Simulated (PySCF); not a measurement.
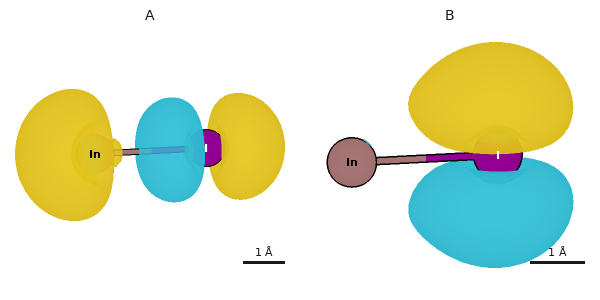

Figure. InI. Two frontier orbitals, each drawn at the value that holds 80 % of its norm (yellow and cyan are the two phases), in no order; of a degenerate pair one member is drawn.

Core potentials replace the inner electrons of In and I.

Level of theory: PySCF, PBE0/def2-SVP, non-relativistic Hamiltonian with scalar-relativistic core potentials where named, at a bond length of 2.795 Å.

Question: Label each orbital by symmetry, say whether it is occupied, and order them by energy.

Answer: Orbital B: π, occupied, −7.08 eV; mainly on I (90 %).
Orbital A: σ, occupied, −6.81 eV; shared between the atoms (In 45 %, I 55 %).
